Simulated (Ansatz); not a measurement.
# Calculations on Li16Cu

**1. Relaxation**

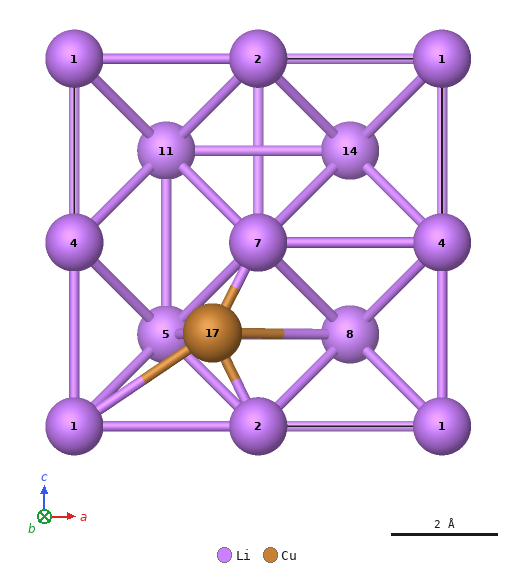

A defect cell of composition Li₁₆Cu, before the relaxation. Style: ball-and-stick. Shown: the cell of the calculation, along the b axis.

It is an interstitial Cu in bcc Li. The run prepares an end point of a later path (interstitial hop) calculation, from a guessed geometry. The atoms of the start lie slightly off their symmetric places, so part of the fall in energy undoes that.

All numbers below come from DFT PBE-D3(BJ), scalar-relativistic, plane waves, PAW in Ansatz 0.2.0.

The input:
```yaml
crystal:
  lattice:
    - [6.98, 0.0, 0.0]
    - [0.0, 6.98, 0.0]
    - [0.0, 0.0, 6.98]
  atoms:
    - { symbol: Li, position: [0.0, 0.0, 0.0] }
    - { symbol: Li, position: [0.5, 0.0, 0.0] }
    - { symbol: Li, position: [0.0, 0.5, 0.0] }
    - { symbol: Li, position: [0.0, 0.0, 0.5] }
    - { symbol: Li, position: [0.25, 0.25, 0.25] }
    - { symbol: Li, position: [0.5, 0.5, 0.0] }
    - { symbol: Li, position: [0.5, 0.0, 0.5] }
    - { symbol: Li, position: [0.75, 0.25, 0.25] }
    - { symbol: Li, position: [0.0, 0.5, 0.5] }
    - { symbol: Li, position: [0.25, 0.75, 0.25] }
    - { symbol: Li, position: [0.25, 0.25, 0.75] }
    - { symbol: Li, position: [0.5, 0.5, 0.5] }
    - { symbol: Li, position: [0.75, 0.75, 0.25] }
    - { symbol: Li, position: [0.75, 0.25, 0.75] }
    - { symbol: Li, position: [0.25, 0.75, 0.75] }
    - { symbol: Li, position: [0.75, 0.75, 0.75] }
    - { symbol: Cu, position: [0.3757875, -0.0035684, 0.2539287] }
basis:
  ecutwfc: 420.0
kpoints:
  mp_grid: { grid: [3, 3, 3] }
hamiltonian:
  xc: pbe
  dispersion: d3bj
scf:
  occupations: { method: gaussian, width: 0.1 }
  lower_state_search: "off"
relax:
  f_tol: 0.03
  max_steps: 60
  adjacent_minimum: "off"
```

Run as
```bash
ansatz run input.yaml --threads 2 --pin off --max-ram 5120MiB --backend cpu --events-out ev --progress --plain --runs-dir out
```

### What does the optimiser find from here?

The energy falls by 1.850 eV per cell of the calculation in 10 accepted moves (11 points after the start). The largest force component goes from 2.3 to 0.024 eV/Å. 1 step only repeated the SCF at the same geometry. The forces were under the threshold at step 4, but the run went on from there. The atom that moves furthest is Li7 (0.90 Å along [3 0 2]). Largest moves by element: Li 0.90 Å, Cu 0.85 Å. The lattice vectors keep their values. Near-neighbour distances that change, for instance: Li7–Li10 3.022 → 4.560 Å, Li12–Cu17 3.963 → 2.863 Å, Li2–Cu17 1.973 → 2.594 Å, Li5–Cu17 1.976 → 2.574 Å. Bond angles that change, for instance: Li7–Cu17–Li10 103.2° → 151.1°, Li11–Li7–Li13 180.0° → 140.9°, Li4–Li10–Li6 180.0° → 145.2°. The run took 85 s on 2 threads of AMD EPYC 7B13 (Zen 3), on a shared host, peak memory 0.72 GiB.

Step by step:

```
step  E − E(0), meV/atom  largest force component, eV/Å                         note
   0                0.00                         2.3127                             
   1              -48.20                         1.6059                             
   2              -93.33                         0.4700                             
   3             -102.77                         0.0443                             
   4             -103.66                         0.0173                             
   5             -103.82                         0.0403                             
   6             -104.84                         0.1576                             
   7             -105.84                         0.1756                             
   8             -107.43                         0.0943                             
   9             -107.89                         0.0874                             
  10             -108.85                         0.0236                             
  11             -108.85                         0.0236  same geometry, SCF repeated
```

The structure at the end:

```
Li Cu
1.0
     6.98000    0.00000    0.00000
     0.00000    6.98000    0.00000
     0.00000    0.00000    6.98000
Li Cu
16 1
Direct
  0.02565 0.02305 0.99559
  0.46696 0.98863 0.99203
  0.03014 0.45200 0.96544
  0.01375 0.01865 0.47341
  0.27959 0.26188 0.25910
  0.46707 0.54580 0.99437
  0.60781 0.01163 0.56892
  0.71786 0.25080 0.23077
  0.96048 0.46995 0.50479
  0.15123 0.69146 0.22857
  0.28388 0.24916 0.69851
  0.50962 0.55653 0.48931
  0.73559 0.77372 0.23055
  0.72095 0.28651 0.79474
  0.23687 0.76129 0.69716
  0.79287 0.73908 0.78574
  0.37548 0.91629 0.34493
```

The end point in the same view:

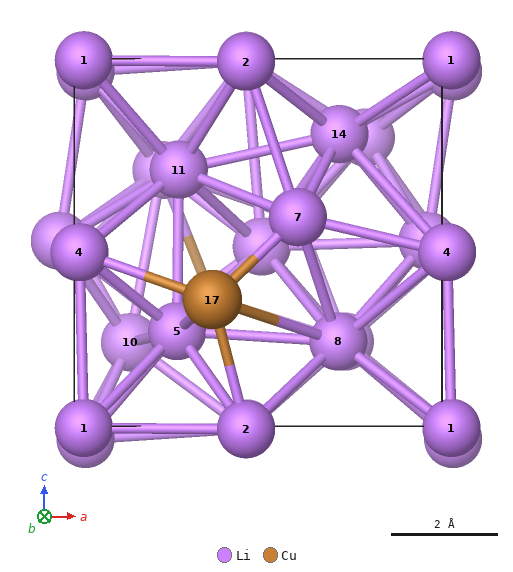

Limits of the set-up: the periodic images lie only 7.0 Å apart, so the values are limited by the cell's size.

**2. Relaxation**

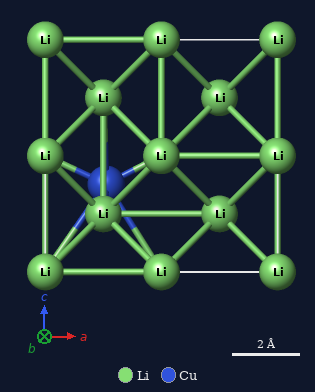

A defect cell of composition Li₁₆Cu, before the relaxation. A ball-and-stick model of the cell of the calculation (origin shifted), seen along the b axis.

It is an interstitial Cu in bcc Li. The run prepares an end point of a later path (interstitial hop) calculation, from a guessed geometry.

Method: DFT PBE-D3(BJ), scalar-relativistic, plane waves, PAW in Ansatz.

The input:
```yaml
crystal:
  lattice:
    - [6.98, 0.0, 0.0]
    - [0.0, 6.98, 0.0]
    - [0.0, 0.0, 6.98]
  atoms:
    - { symbol: Li, position: [0.0, 0.0, 0.0] }
    - { symbol: Li, position: [0.5, 0.0, 0.0] }
    - { symbol: Li, position: [0.0, 0.5, 0.0] }
    - { symbol: Li, position: [0.0, 0.0, 0.5] }
    - { symbol: Li, position: [0.25, 0.25, 0.25] }
    - { symbol: Li, position: [0.5, 0.5, 0.0] }
    - { symbol: Li, position: [0.5, 0.0, 0.5] }
    - { symbol: Li, position: [0.75, 0.25, 0.25] }
    - { symbol: Li, position: [0.0, 0.5, 0.5] }
    - { symbol: Li, position: [0.25, 0.75, 0.25] }
    - { symbol: Li, position: [0.25, 0.25, 0.75] }
    - { symbol: Li, position: [0.5, 0.5, 0.5] }
    - { symbol: Li, position: [0.75, 0.75, 0.25] }
    - { symbol: Li, position: [0.75, 0.25, 0.75] }
    - { symbol: Li, position: [0.25, 0.75, 0.75] }
    - { symbol: Li, position: [0.75, 0.75, 0.75] }
    - { symbol: Cu, position: [0.26218493, 0.00022023, 0.37766775] }
basis:
  ecutwfc: 420.0
kpoints:
  mp_grid: { grid: [3, 3, 3] }
hamiltonian:
  xc: pbe
  dispersion: d3bj
scf:
  occupations: { method: gaussian, width: 0.1 }
  lower_state_search: "off"
relax:
  f_tol: 0.03
  max_steps: 60
  adjacent_minimum: "off"
```

Launched with:
```bash
ansatz run input.yaml --threads 2 --pin off --max-ram 5120MiB --backend cpu --events-out ev --progress --plain --runs-dir out
```

Question: Where does the relaxation end?

Answer: Li7 moves most: 1.20 Å along [2 1 2]. Largest moves by element: Li 1.20 Å, Cu 0.82 Å. The cell stays as it was. Near-neighbour distances that change, for instance: Li5–Li7 3.022 → 4.383 Å, Li7–Li10 3.022 → 4.221 Å, Li13–Cu17 3.929 → 2.957 Å, Li12–Cu17 3.957 → 3.041 Å. Among the angles between lasting bonds that change: Li8–Li7–Cu17 104.4° → 64.6°, Li3–Li16–Li7 180.0° → 142.1°, Li14–Li7–Li16 70.5° → 101.4°. After 13 accepted moves (15 points after the start) the energy has fallen by 1.891 eV per cell of the calculation. Largest force component: 2.8 eV/Å at the start, 0.026 eV/Å at the end. The line search rejected the trial step at point 13 of the run. 1 step only repeated the SCF at the same geometry. The forces were under the threshold at step 10, but the run went on from there. Cost: 98 s on 2 threads of AMD EPYC 7B13 (Zen 3), with other jobs on the host, peak memory 0.69 GiB.

Step by step:

```csv
step,"E − E(0), meV/atom","largest force component, eV/Å",note
0,0.00,2.7737,
1,-48.43,1.9710,
2,-92.87,0.6870,
3,-104.74,0.0355,
4,-104.74,0.0355,"same geometry, SCF repeated"
5,-105.71,0.0506,
6,-107.13,0.0647,
7,-107.36,0.0739,
8,-108.21,0.0707,
9,-108.42,0.0388,
10,-108.73,0.0146,
11,-108.98,0.0256,
12,-110.04,0.0464,
13,-109.38,0.0835,rejected
14,-110.80,0.0215,
15,-111.24,0.0257,
```

The structure at the end:

```
Li Cu
1.0
     6.98000    0.00000    0.00000
     0.00000    6.98000    0.00000
     0.00000    0.00000    6.98000
Li Cu
16 1
Cartesian
  6.9468 6.7569 0.0141
  3.2141 6.9319 0.0442
  6.9684 3.8733 0.0615
  0.0038 6.9472 3.2636
  1.3751 1.9128 1.4068
  3.3208 3.4220 6.7913
  4.2653 0.3786 4.3230
  5.0031 1.6152 1.6121
  6.7377 3.4051 3.3559
  1.7835 5.0195 1.8362
  1.5727 1.6245 5.0574
  3.4046 3.0502 3.4488
  4.7830 5.3363 1.8921
  5.6496 1.9885 5.6924
  1.8325 5.3264 4.8347
  5.1686 5.0142 5.1971
  2.6204 0.2190 2.6649
```

After the run, drawn alike:

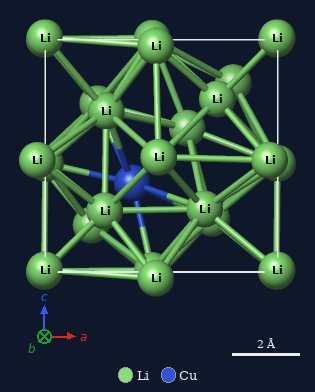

Limits of the set-up: the periodic images lie only 7.0 Å apart, so the values are limited by the cell's size.

**3. Path**

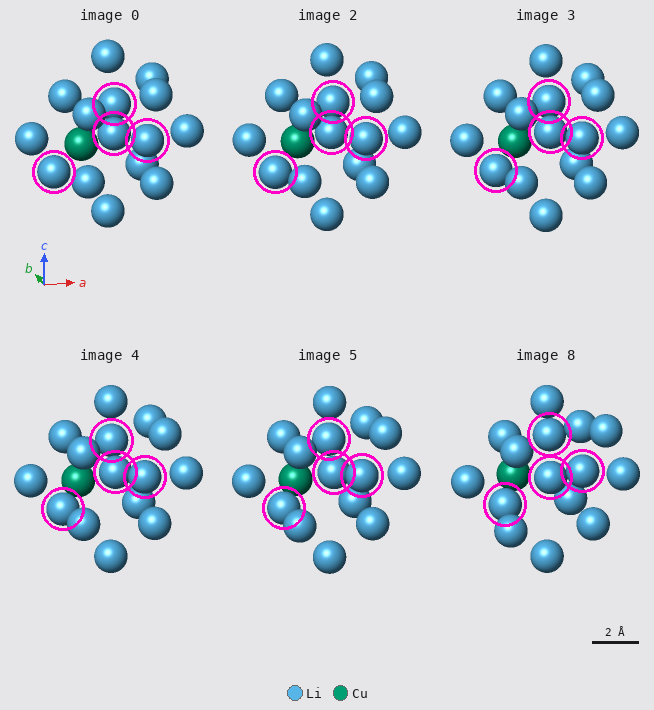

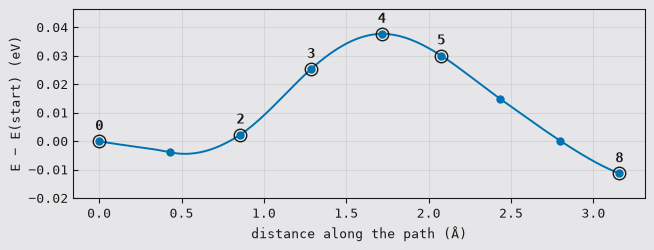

NEB run on Li with an interstitial Cu (17 atoms in the cell). Images are numbered from 0 (start) to 8 (end). Style: spheres-only. Shown: the atoms within 4.0 Å of the middle of the path, slightly off an axis. The atoms that move most are ringed.

Computed with Ansatz, DFT PBE-D3(BJ), scalar-relativistic, plane waves, PAW. Run with plane-wave cutoff 420 eV; k-point mesh 3 × 3 × 3; Gaussian smearing 0.1 eV; 7 movable images; climbing image; force threshold 0.03 eV/Å; iteration limit 44; starting path by image-dependent pair potential.

**What happens along the path, and what is the barrier?**

A Li atom travels furthest, 0.85 Å from end to end, roughly along [−1 −3 0], on a path that bends up to 0.16 Å away from the straight line. It doesn't move alone: Li (0.44 Å), Li (0.81 Å), Li (0.71 Å), Li (0.46 Å) move with it. Relative to the start the highest point is image 4 at +0.038 eV and the end lies at −0.011 eV, but the profile dips to −0.004 eV at image 1 on the way, so there is an intermediate minimum on the way. The band converged in 9 iterations. The largest component of the band force went from 0.056 to 0.012 eV/Å. The climbing image converged on the top of the path. A check of its curvatures didn't confirm a first-order saddle.

Limits of the set-up: the periodic images lie only 7.0 Å apart, so the values are limited by the cell's size.

The run took 12 min on 2 threads of AMD EPYC 7B13 (Zen 3), on a shared host, peak memory 1.6 GiB.
